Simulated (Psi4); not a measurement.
# C3H3F (SMILES C=C[C]F) at UM06-2X/aug-cc-pVDZ

Aim: the vertical ionisation energy of C3H3F at UM06-2X/aug-cc-pVDZ, from 2 runs. 

The results are computed with Psi4 1.11.

2 further runs of the same task are left out: 2 set aside as unsound or not needed.

## Step 1: Starting point

C3H3F has 7 atoms, charge 0, and is taken as a triplet. As SMILES, `C=C[C]F`. Geometry: relaxed at GFN2-xTB.

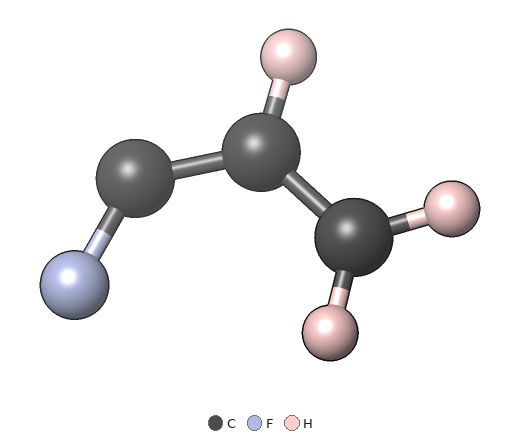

Viewed from a chosen angle; carbon dark grey, fluorine light blue, hydrogen pink.

## Step 2: The energy at UM06-2X/aug-cc-pVDZ

input.dat reads:

```
memory 1600 mb

molecule {
  0 3
  C
  C 1 1.380739
  C 2 1.3541 1 125.00874
  F 3 1.321143 2 129.47409 1 -0.01272
  H 1 1.074284 2 121.17147 3 0.03981
  H 1 1.074149 5 118.61656 2 179.97618
  H 2 1.080785 3 115.90548 4 179.97546
  units angstrom
  symmetry c1
  no_reorient
  no_com
}

set globals {
  basis                aug-cc-pVDZ
  reference            uks
  puream               true
  e_convergence        1e-09
  d_convergence        1e-08
  scf_type             pk
  dft_radial_points    99
  dft_spherical_points 590
  maxiter              200
}

E, wfn = energy("m06-2x", return_wfn=True)
oeprop(wfn, "MULLIKEN_CHARGES", "LOWDIN_CHARGES", "DIPOLE", title="M06-2X")
print_variables()
```

On the command line:

```
$ psi4 input.dat output.dat -n 1
```

output.dat:

```text
[...]
  Running in c1 symmetry.
[...]
  Nuclear repulsion =  100.667749628895422
[...]
  Multiplicity = 3
[...]
  Nalpha       = 16
  Nbeta        = 14
[...]
    Number of basis functions: 119
[...]
   @UKS iter   1:  -215.48990913664642   -4.02831e-01   5.61513e-03 DIIS/ADIIS
[...]
   @UKS iter  15:  -215.75023835465603   -3.40492e-11   9.42399e-09 DIIS
[...]
   @S^2 Observed:                2.040198482E+00
[...]
    Orbital Energies [Eh]
    ---------------------
    Alpha Occupied:
       1A    -25.317654     2A    -10.666078     3A    -10.575367
       4A    -10.565518     5A     -1.417072     6A     -0.924007
       7A     -0.790477     8A     -0.698574     9A     -0.621269
      10A     -0.604267    11A     -0.569640    12A     -0.529067
      13A     -0.459138    14A     -0.402352    15A     -0.348182
      16A     -0.255550
    Alpha Virtual:
      17A     -0.003242    18A      0.013777    19A      0.019781
      20A      0.045687    21A      0.049963    22A      0.058824
      23A      0.067672    24A      0.091275    25A      0.092889
[...]
  @UKS Final Energy:  -215.75023835465603
   => Energetics <=
    Nuclear Repulsion Energy =            100.6677496288954217
    One-Electron Energy =                -493.2148377482373007
    Two-Electron Energy =                 190.1130235243246034
    DFT Exchange-Correlation Energy =     -13.3161737596387528
    Empirical Dispersion Energy =           0.0000000000000000
    VV10 Nonlocal Energy =                  0.0000000000000000
    Total Energy =                       -215.7502383546560338
[...]
 Multipole Moments:
 ------------------------------------------------------------------------------------
     Multipole            Electronic (a.u.)      Nuclear  (a.u.)        Total (a.u.)
 ------------------------------------------------------------------------------------
 L = 1.  Multiply by 2.5417464519 to convert [e a0] to [Debye]
 Dipole X            :         -0.0004128            0.0005311            0.0001183
 Dipole Y            :         -4.5571462            4.9966676            0.4395215
 Dipole Z            :          3.2948255           -3.4411736           -0.1463481
 Magnitude           :                                                    0.4632460
[...]
  Mulliken Charges: (a.u.)
   Center  Symbol    Alpha    Beta     Spin     Total
       1     C     2.97452  2.27518  0.69933  0.75030
       2     C     2.34462  2.58825 -0.24363  1.06712
       3     C     3.69227  2.13637  1.55590  0.17136
       4     F     4.73596  4.67897  0.05699 -0.41493
       5     H     0.76041  0.78462 -0.02421 -0.54503
       6     H     0.72855  0.74918 -0.02063 -0.47773
       7     H     0.76368  0.78742 -0.02374 -0.55110
   Total alpha = 16.00000, Total beta = 14.00000, Total charge = -0.00000
  Lowdin Charges: (a.u.)
[...]
```

Run time: 89 s. Hardware: 1 thread of Intel Xeon Platinum 8488C (Sapphire Rapids), shared host; peak memory 0.75 GiB.

## Step 3: The doublet cation, same level

input.dat reads:

```
memory 1600 MB

molecule mol {
  1 2
  C     -0.055490     0.877360    -0.361910
  C      0.214470    -0.103660     0.571450
  C      0.010420    -1.429420     0.386220
  F     -0.467430    -2.066430    -0.667960
  H     -0.459790     0.631190    -1.326290
  H      0.137690     1.908930    -0.133130
  H      0.620120     0.182030     1.531620
  symmetry c1
  no_reorient
  no_com
}

set {
  basis                aug-cc-pVDZ
  reference            uks
  puream               true
  e_convergence        1e-09
  d_convergence        1e-08
  scf_type             pk
  dft_radial_points    99
  dft_spherical_points 590
  maxiter              200
}

result = energy('m06-2x')
print_variables()
```

On the command line:

```
$ psi4 -n 1 input.dat output.dat
```

output.dat:

```text
[...]
  Running in c1 symmetry.
[...]
  Nuclear repulsion =  100.667766090125895
[...]
  Multiplicity = 2
[...]
  Nalpha       = 15
  Nbeta        = 14
[...]
    Number of basis functions: 119
[...]
   @UKS iter   1:  -215.01211844735133    7.49608e-02   6.20927e-03 DIIS/ADIIS
[...]
   @UKS iter  19:  -215.44250140505034   -3.69482e-12   6.63280e-09 DIIS
[...]
   @S^2 Observed:                7.929310868E-01
[...]
    Orbital Energies [Eh]
    ---------------------
    Alpha Occupied:
       1A    -25.588425     2A    -10.995098     3A    -10.883038
       4A    -10.838600     5A     -1.677590     6A     -1.199898
       7A     -1.057750     8A     -0.959096     9A     -0.880048
      10A     -0.849590    11A     -0.835549    12A     -0.795259
      13A     -0.718875    14A     -0.641830    15A     -0.618808
    Alpha Virtual:
      16A     -0.356512    17A     -0.167363    18A     -0.159787
      19A     -0.125316    20A     -0.115040    21A     -0.100961
      22A     -0.092485    23A     -0.081050    24A     -0.071044
      25A     -0.058176    26A     -0.045278    27A     -0.042012
[...]
  @UKS Final Energy:  -215.44250140505034
   => Energetics <=
    Nuclear Repulsion Energy =            100.6677660901258946
    One-Electron Energy =                -485.0549211357229069
    Two-Electron Energy =                 182.0859485232167287
    DFT Exchange-Correlation Energy =     -13.1412948826700511
    Empirical Dispersion Energy =           0.0000000000000000
    VV10 Nonlocal Energy =                  0.0000000000000000
    Total Energy =                       -215.4425014050503364
[...]
 Multipole Moments:
 ------------------------------------------------------------------------------------
     Multipole            Electronic (a.u.)      Nuclear  (a.u.)        Total (a.u.)
 ------------------------------------------------------------------------------------
 L = 1.  Multiply by 2.5417464519 to convert [e a0] to [Debye]
 Dipole X            :          5.5231583           -5.4659383            0.0572199
 Dipole Y            :         37.4418882          -37.4355501            0.0063381
 Dipole Z            :          4.6129204           -4.4689755            0.1439449
 Magnitude           :                                                    0.1550304
[...]
```

Run time: 1.8 min. Hardware: 1 thread of Intel Xeon Platinum 8488C (Sapphire Rapids), shared host; peak memory 0.75 GiB.

## Step 4: Results

Level: UM06-2X/aug-cc-pVDZ.

| quantity | value |
| --- | --- |
| triplet C3H3F: total energy | -215.75024 Eh |
| triplet C3H3F: dipole moment | 1.18 D |
| triplet C3H3F: HOMO energy (highest over α and β) | -6.95 eV |
| triplet C3H3F: LUMO energy (lowest over α and β) | -1.74 eV |
| triplet C3H3F: ⟨S²⟩ | 2.040 |
| doublet cation: total energy | -215.44250 Eh |
| doublet cation: HOMO energy (highest over α and β) | -16.84 eV |
| doublet cation: LUMO energy (lowest over α and β) | -9.70 eV |
| doublet cation: ⟨S²⟩ | 0.793 |
| vertical ionisation energy (to the doublet cation) | 8.374 eV |

In words: The vertical ionisation energy comes to 8.37 eV (808 kJ/mol).
